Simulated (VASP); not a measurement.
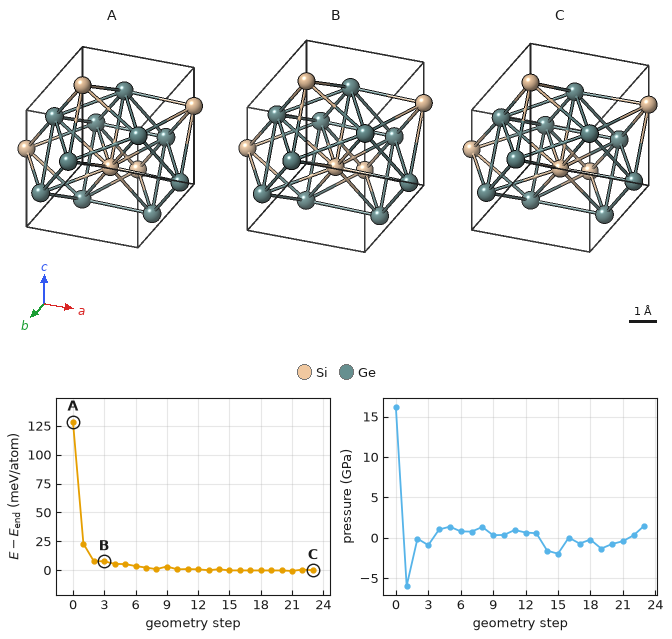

Frames of a relaxation of crystalline SiGe₃ (a generated structure, set up in Pmmn), marked on the history of the run. A ball-and-stick model of the cell of the calculation, seen from a free direction.

The run lets cell and atoms move.

Level of theory: VASP 6.6.1, Kohn-Sham DFT of a periodic cell, PBE, VASP PAW PBE potentials, recommended.

Input
```
SYSTEM = SiGe3
PREC     = Normal         ! precision mode
ENCUT    = 520            ! plane-wave cutoff, eV
EDIFF    = 1E-4           ! SCF threshold, eV
ISMEAR   = 0              ! smearing method
SIGMA    = 0.15           ! smearing width, eV
LREAL    = .FALSE.        ! projectors in reciprocal space
LASPH    = .TRUE.         ! aspherical terms in the spheres
NELM     = 60             ! most SCF steps
ALGO     = Fast           ! electronic algorithm
ISIF     = 3              ! what is computed and relaxed
LWAVE    = .FALSE.        ! write WAVECAR
LCHARG   = .FALSE.        ! write CHGCAR
GGA      = PE             ! functional
IBRION   = 2              ! ionic algorithm
NSW      = 24             ! ionic steps
EDIFFG   = -0.08          ! ionic threshold
```

Launched with:
```bash
cat potpaw_PBE.64/Si/POTCAR potpaw_PBE.64/Ge_d/POTCAR > POTCAR
mpirun -np 1 vasp_std > vasp.out
```

What happens along the run?

The relaxation stopped without meeting its thresholds, so the last structure isn't shown to be converged. Over 23 geometry steps the energy falls by 129 meV per atom. Largest force component: 0.83 eV/Å at the start, 0.12 eV/Å at the end. Pressure: 16.23 GPa at the start and 1.53 GPa at the end. The largest moves relative to the cell, 0.099 Å, are those of Ge atoms. Largest moves by element: Ge 0.099 Å, Si 0.017 Å. Cell: a 4.517 → 4.785 Å (+5.9 %), b 5.594 → 5.873 Å (+5.0 %), c 4.935 → 5.072 Å (+2.8 %). Volume +14.3 %. Among the contacts that change: Ge–Ge 2.721 → 2.969 Å, Ge–Ge 2.746 → 2.989 Å, Ge–Si 2.772 → 2.932 Å, Ge–Ge 2.775 → 2.927 Å. The space group stays Pmmn (No. 59). The volume changes by over a tenth within one run on a fixed set of plane waves, so the end point should be relaxed again from the new cell. From step 0 to 3: Ge atoms move most (0.03 Å), volume +17.0 %, energy −121 meV per atom. From step 3 to 23: Ge atoms move most (0.07 Å), volume −2.3 %, energy −7.7 meV per atom.

```csv
step,"E − E(0), meV/atom","largest force component, eV/Å","pressure, GPa","volume, Å³/atom"
0,0.00,0.8286,16.23,15.589
1,-105.65,0.1874,-5.94,19.430
2,-120.85,0.2904,-0.09,18.189
3,-120.93,0.2245,-0.90,18.243
4,-123.19,0.2353,1.04,17.990
5,-123.35,0.2422,1.39,17.936
6,-125.05,0.2032,0.80,17.959
7,-126.38,0.1636,0.78,17.985
8,-127.73,0.1123,1.35,18.034
9,-125.44,0.3152,0.33,18.130
10,-127.88,0.1251,0.36,18.049
11,-127.68,0.1603,0.98,18.084
12,-127.91,0.1362,0.66,18.061
13,-128.64,0.1282,0.58,18.187
14,-127.82,0.1040,-1.58,18.569
15,-128.83,0.1182,-1.96,18.351
16,-128.82,0.1243,0.03,18.256
17,-128.86,0.1199,-0.70,18.315
18,-128.86,0.1215,-0.21,18.295
19,-128.87,0.1206,-1.32,18.305
20,-128.87,0.1207,-0.76,18.300
21,-129.29,0.1241,-0.41,18.122
22,-128.12,0.1294,0.32,17.817
23,-128.68,0.1200,1.53,17.819
```
